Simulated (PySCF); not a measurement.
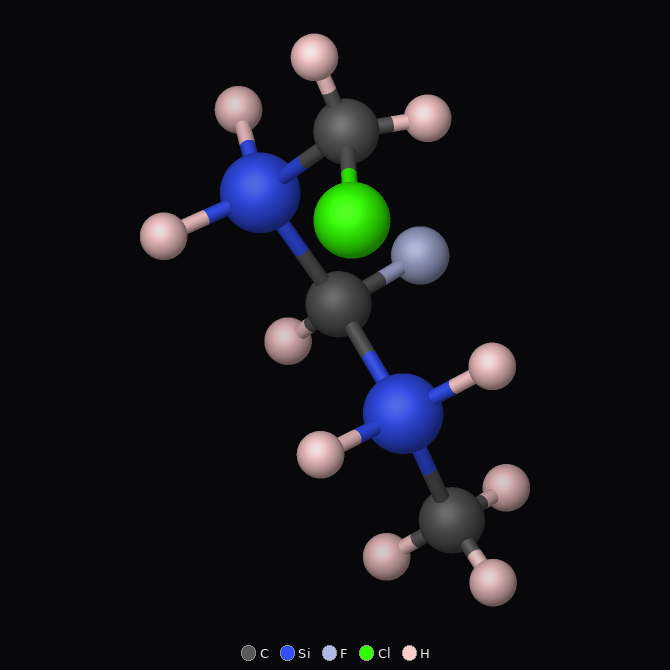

Rendered structure (ball-and-stick style). Every bond is drawn as one stick, whatever its order.

The computed structure is the end point of a GFN2-xTB optimisation. No frequency run is at hand to confirm it as a minimum.

Give the formula.

C3H10ClFSi2, 17 atoms: 3 carbon, 10 hydrogen, 1 chlorine, 1 fluorine and 2 silicon.

Which point group does it belong to?

C1.

Name functional groups in it.

Among them: C–F bond, C–Cl bond, Si–H bond.

What is its SMILES?

C[SiH2][C@H](F)[SiH2]CCl

More results for the same structure follow; atom numbers are the same in all pictures, views and colours differ.

### Geometry

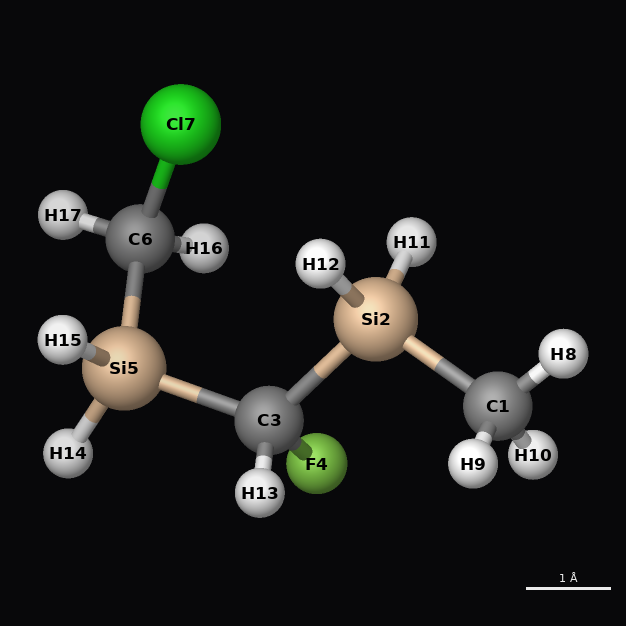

Atoms carry their numbers in the input. No frequency run is at hand to confirm it as a minimum.

Which atoms are bonded, and how long are the bonds?

```
   bond  length (Å)   order
 C1–Si2       1.897  single
  C1–H8       1.086  single
  C1–H9       1.087  single
 C1–H10       1.087  single
 Si2–C3       1.931  single
Si2–H11       1.462  single
Si2–H12       1.465  single
  C3–F4       1.407  single
 C3–Si5       1.912  single
 C3–H13       1.095  single
 Si5–C6       1.910  single
Si5–H14       1.466  single
Si5–H15       1.462  single
 C6–Cl7       1.784  single
 C6–H16       1.088  single
 C6–H17       1.087  single
```

### Dipole moment

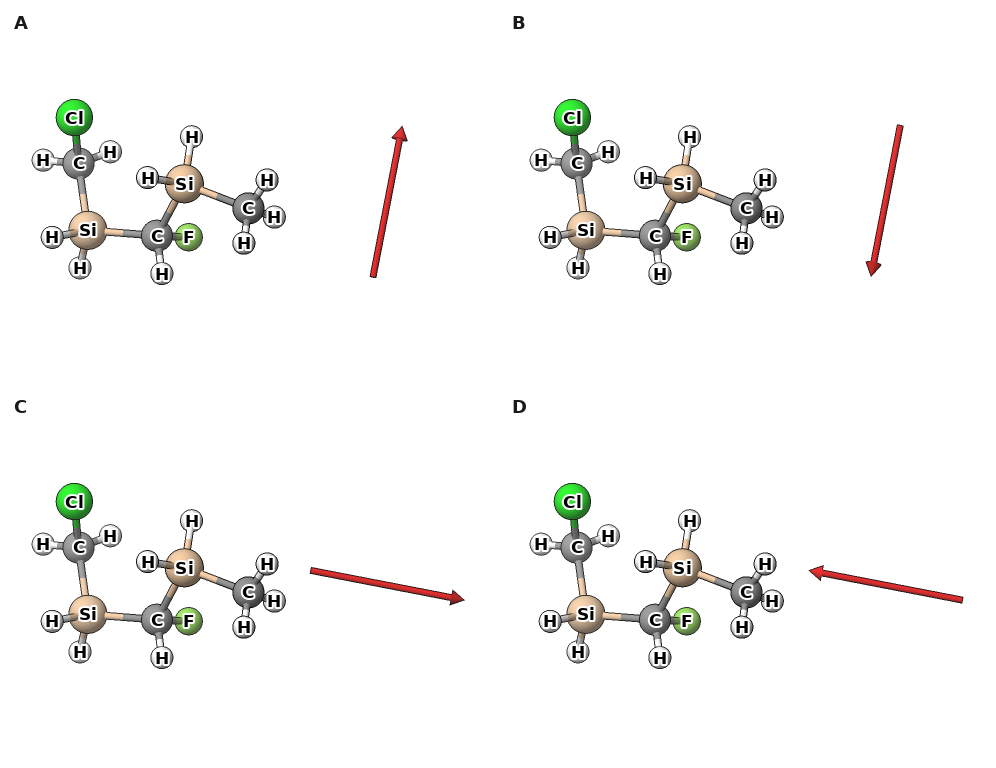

The same molecule four times, each with an arrow. No frequency run is at hand to confirm it as a minimum. Level of theory: ωB97X-D/def2-SVPD, gas phase (PySCF 2.14.0).

Which arrow points along the dipole moment, from the negative to the positive end?

B. The dipole moment is 1.14 D.

### Polarisability

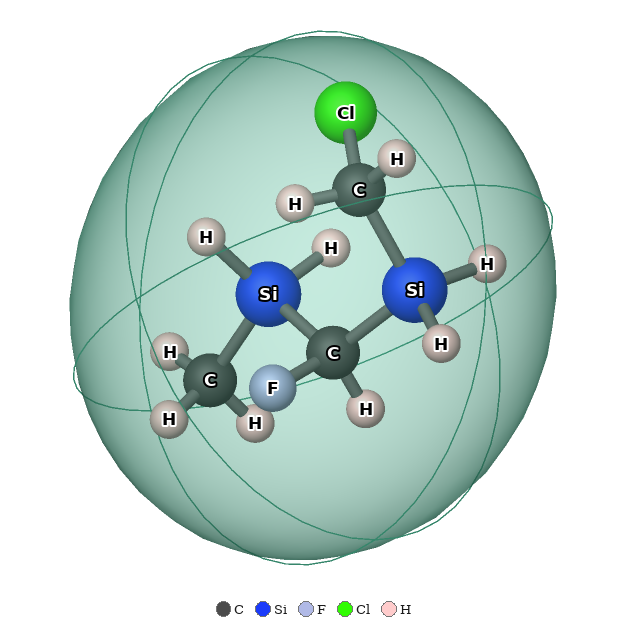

The ellipsoid shows the static dipole polarisability: its half-axes are proportional to the principal values. No frequency run is at hand to confirm it as a minimum. Method: ωB97X-D/def2-SVPD (PySCF 2.14.0).

How large and how anisotropic is the polarisability?

Principal values 88.1, 104.5, 116.7 bohr³; mean 103.1 bohr³ (15.28 Å³); anisotropy 24.8 bohr³, so the longest axis is 1.32 times the shortest.

### Excitation

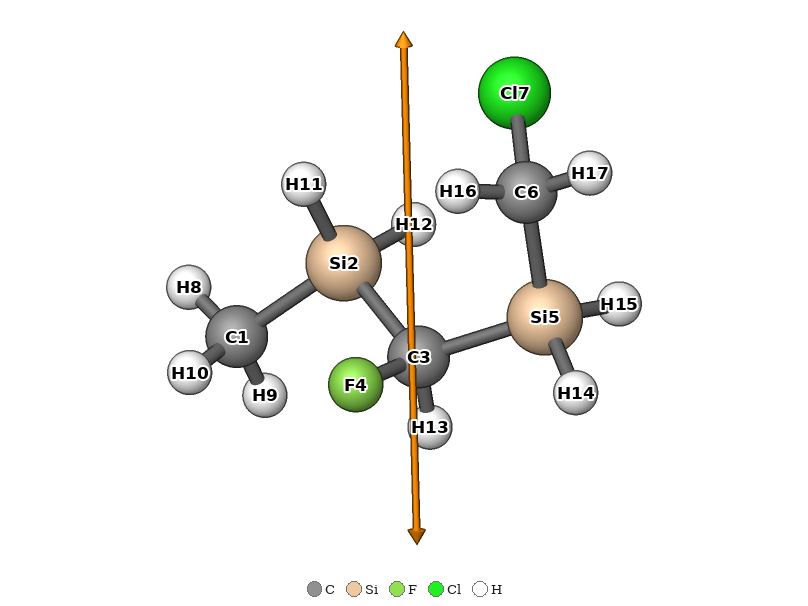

The double arrow shows the direction of the transition dipole to excited singlet state 1 (its length means nothing). No frequency run is at hand to confirm it as a minimum. Level of theory: TDDFT ωB97X-D/def2-SVPD, vertical, gas phase, core orbitals frozen in the response (PySCF 2.14.0).

Where does the transition lie, and how strong is it?

6.90 eV (180 nm), oscillator strength 0.019, of mixed character, with the largest part HOMO → LUMO (weight 0.48); transition dipole 0.86 D.

The geometry is semi-empirical. Around Si such bond lengths and angles can be off by a tenth of an ångström or more and by several degrees, and values that hang on the shape move with them.
